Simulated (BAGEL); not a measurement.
**CH5Ga (SMILES [CH3][GaH2]): HF/def2-SVPD (density fitting with qzvpp-jkfit)**

What is the vertical electron affinity of CH5Ga at HF/def2-SVPD (density fitting with qzvpp-jkfit)? 

Program for the calculation: BAGEL 1.2.2.

5 further runs of the same task are left out: 3 that didn't finish, 2 set aside as unsound or not needed.

**1. The system as given**

CH5Ga has 7 atoms, charge 0, and is taken as a singlet. SMILES: `[CH3][GaH2]`. Geometry: relaxed at PBE0-D4/def2-TZVP.

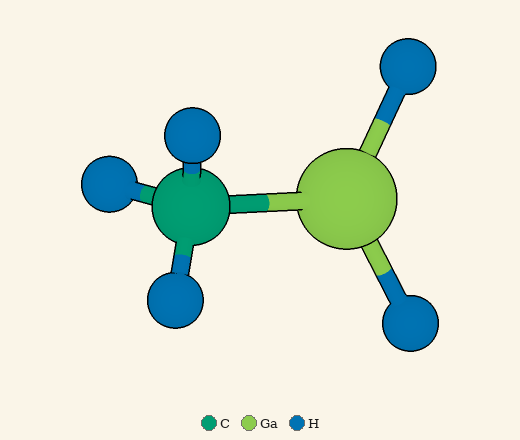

The structure, seen from a chosen angle (carbon teal, gallium green, hydrogen blue).

**2. The energy at HF/def2-SVPD (density fitting with qzvpp-jkfit)**

calc.json

```json
{ "bagel": [

{
  "title": "molecule",
  "basis": "def2-svpd.json",
  "df_basis": "qzvpp-jkfit",
  "angstrom": "true",
  "geometry": [
    { "atom": "C", "xyz": [      -0.632400,      -0.456000,      -0.459400 ] },
    { "atom": "Ga", "xyz": [       0.757000,       0.507000,       0.544700 ] },
    { "atom": "H", "xyz": [      -1.177800,       0.260300,      -1.083600 ] },
    { "atom": "H", "xyz": [      -0.216500,      -1.221000,      -1.115900 ] },
    { "atom": "H", "xyz": [      -1.362100,      -0.913700,       0.211700 ] },
    { "atom": "H", "xyz": [       0.374300,       1.328300,       1.832400 ] },
    { "atom": "H", "xyz": [       2.257500,       0.495000,       0.070100 ] }
  ]
},

{ "title": "hf" },

{ "title": "print", "file": "orbitals.molden", "orbitals": "true" }

]}
```

The basis set def2-SVPD is read from a file made from the Basis Set Exchange's data (not shown).

Command:

```bash
$ BAGEL_NUM_THREADS=1 BAGEL calc.json > calc.out
```

Output:

```text
* using 1 threads per process

  ===============================================================
  ===============================================================

  *** Geometry ***

  { "atom" : "C", "xyz" : [     -1.195063,     -0.861715,     -0.868140 ] },
  { "atom" : "Ga", "xyz" : [      1.430523,      0.958091,      1.029334 ] },
  { "atom" : "H", "xyz" : [     -2.225719,      0.491896,     -2.047707 ] },
  { "atom" : "H", "xyz" : [     -0.409126,     -2.307356,     -2.108745 ] },
  { "atom" : "H", "xyz" : [     -2.573996,     -1.726643,      0.400055 ] },
  { "atom" : "H", "xyz" : [      0.707324,      2.510123,      3.462734 ] },
  { "atom" : "H", "xyz" : [      4.266057,      0.935414,      0.132470 ] },

  Number of auxiliary basis functions:      431

  Since a DF basis is specified, we compute 2- and 3-index integrals:
    o Being stored without compression. Storage requirement is 0.033 GB

  Number of basis functions:       98
  Number of electrons      :       42

    * METHOD: MOLECULE                             0.21

  *** RHF ***

  === Nuclear Repulsion ===
   102.8407997654

      * DIIS with orbital gradients will be used.

  === RHF iteration (def2-svpd.json) ===
      0      -1963.61485316          0.01551949           0.07
      1      -1963.70492122          0.00850046           0.07
      2      -1963.73043862          0.00135036           0.06
      3      -1963.73149863          0.00055246           0.06
      4      -1963.73164055          0.00009659           0.07
      5      -1963.73164655          0.00001928           0.06
      6      -1963.73164681          0.00000474           0.07
      7      -1963.73164683          0.00000114           0.06
      8      -1963.73164683          0.00000057           0.06
      9      -1963.73164683          0.00000013           0.06
     10      -1963.73164683          0.00000005           0.07
     11      -1963.73164683          0.00000002           0.07
     12      -1963.73164683          0.00000001           0.07
    * SCF iteration converged.

    * Permanent dipole moment:
           (    0.173516,     0.126007,     0.126958) a.u.

    * METHOD: HF                                   1.07

    * METHOD: PRINT                                0.02

  ===============================================================
```

It took 1.5 s on 1 thread of Arm Neoverse V1, shared host; peak memory 0.12 GiB.

**3. The doublet anion**

job.json

```json
{ "bagel": [

{
  "title": "molecule",
  "basis": "def2-svpd.json",
  "df_basis": "qzvpp-jkfit",
  "angstrom": true,
  "geometry": [
    { "atom": "C", "xyz": [      -0.632400,      -0.456000,      -0.459400 ] },
    { "atom": "Ga", "xyz": [       0.757000,       0.507000,       0.544700 ] },
    { "atom": "H", "xyz": [      -1.177800,       0.260300,      -1.083600 ] },
    { "atom": "H", "xyz": [      -0.216500,      -1.221000,      -1.115900 ] },
    { "atom": "H", "xyz": [      -1.362100,      -0.913700,       0.211700 ] },
    { "atom": "H", "xyz": [       0.374300,       1.328300,       1.832400 ] },
    { "atom": "H", "xyz": [       2.257500,       0.495000,       0.070100 ] }
  ]
},

{
  "title": "uhf",
  "charge": -1,
  "nopen": 1
},

{
  "title": "print",
  "file": "orbitals.molden",
  "orbitals": true
}

]}
```

The basis set def2-SVPD is read from a file made from the Basis Set Exchange's data (not shown).

Command:

```bash
$ BAGEL_NUM_THREADS=1 BAGEL job.json > job.out
```

Output:

```text
* using 1 threads per process

  ===============================================================
  ===============================================================

  *** Geometry ***

  { "atom" : "C", "xyz" : [     -1.195063,     -0.861715,     -0.868140 ] },
  { "atom" : "Ga", "xyz" : [      1.430523,      0.958091,      1.029334 ] },
  { "atom" : "H", "xyz" : [     -2.225719,      0.491896,     -2.047707 ] },
  { "atom" : "H", "xyz" : [     -0.409126,     -2.307356,     -2.108745 ] },
  { "atom" : "H", "xyz" : [     -2.573996,     -1.726643,      0.400055 ] },
  { "atom" : "H", "xyz" : [      0.707324,      2.510123,      3.462734 ] },
  { "atom" : "H", "xyz" : [      4.266057,      0.935414,      0.132470 ] },

  Number of auxiliary basis functions:      431

  Since a DF basis is specified, we compute 2- and 3-index integrals:
    o Being stored without compression. Storage requirement is 0.033 GB

  Number of basis functions:       98
  Number of electrons      :       42

    * METHOD: MOLECULE                             0.26

  *** Open-shell HF ***

  === Nuclear Repulsion ===
   102.8407997654

      * DIIS with orbital gradients will be used.

  === UHF iteration (def2-svpd.json) ===
      0      -1963.57004359          0.03293226           0.14
      1      -1963.66666294          0.01779648           0.14
      2      -1963.68780127          0.00888608           0.14
      3      -1963.69559162          0.00110211           0.15
      4      -1963.69586530          0.00053729           0.15
      5      -1963.69593699          0.00008641           0.13
      6      -1963.69596227          0.00005312           0.14
      7      -1963.69597275          0.00003934           0.14
      8      -1963.69597832          0.00001412           0.14
      9      -1963.69597877          0.00000731           0.14
     10      -1963.69597943          0.00000460           0.14
     11      -1963.69597988          0.00000293           0.13
     12      -1963.69598009          0.00000135           0.13
     13      -1963.69598014          0.00000066           0.13
     14      -1963.69598014          0.00000042           0.13
     15      -1963.69598014          0.00000028           0.12
     16      -1963.69598014          0.00000020           0.14
     17      -1963.69598014          0.00000014           0.14
     18      -1963.69598014          0.00000009           0.13
     19      -1963.69598014          0.00000005           0.14
     20      -1963.69598014          0.00000003           0.15
     21      -1963.69598014          0.00000001           0.17
     22      -1963.69598014          0.00000001           0.14
    * SCF iteration converged.

    * S^2 (UHF) is 0.7658

    * Permanent dipole moment:
           (    0.797929,     0.375383,     0.624297) a.u.

    * METHOD: UHF                                  3.46

    * METHOD: PRINT                                0.02

  ===============================================================
```

Run time: 3.9 s. Hardware: 1 thread of Arm Neoverse V1, shared host; peak memory 0.12 GiB.

**4. Outcome**

At HF/def2-SVPD (density fitting with qzvpp-jkfit):

| quantity | value |
| --- | --- |
| singlet CH5Ga: total energy | -1963.73165 Eh |
| singlet CH5Ga: dipole moment | 0.63 D |
| singlet CH5Ga: HOMO energy | -10.99 eV |
| singlet CH5Ga: LUMO energy | 1.39 eV |
| singlet CH5Ga: HOMO–LUMO gap | 12.37 eV |
| doublet anion: total energy | -1963.69598 Eh |
| doublet anion: ⟨S²⟩ | 0.766 |
| vertical electron affinity (to the doublet anion) | -0.971 eV |

In words: The anion lies 0.97 eV (93.6 kJ/mol) above the neutral: the electron isn't bound at this level, and such a value depends on the basis. Hartree–Fock misses the correlation that binds many anions.
